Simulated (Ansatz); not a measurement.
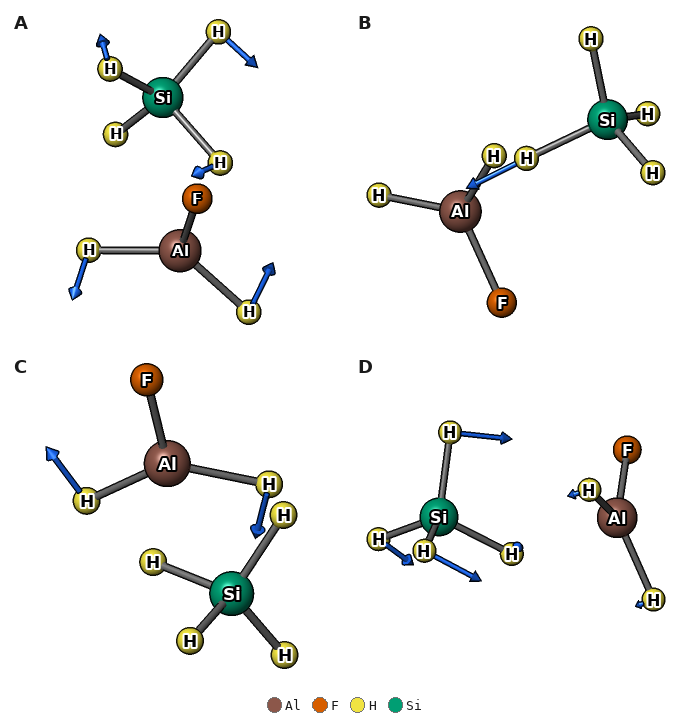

4 normal modes of one molecule or complex, as arrows. Harmonic vibrations computed with RKS PBE0-D4/def2-TZVP (Ansatz 0.2.0) at a stationary point of the same level.

Match the panels to the wavenumbers 313 cm⁻¹, 550 cm⁻¹, 886 cm⁻¹, 2090 cm⁻¹.

Answer. A: 313 cm⁻¹
B: 2090 cm⁻¹, Si–H stretching
C: 550 cm⁻¹, F–Al–H bending
D: 886 cm⁻¹, H–Si–H bending
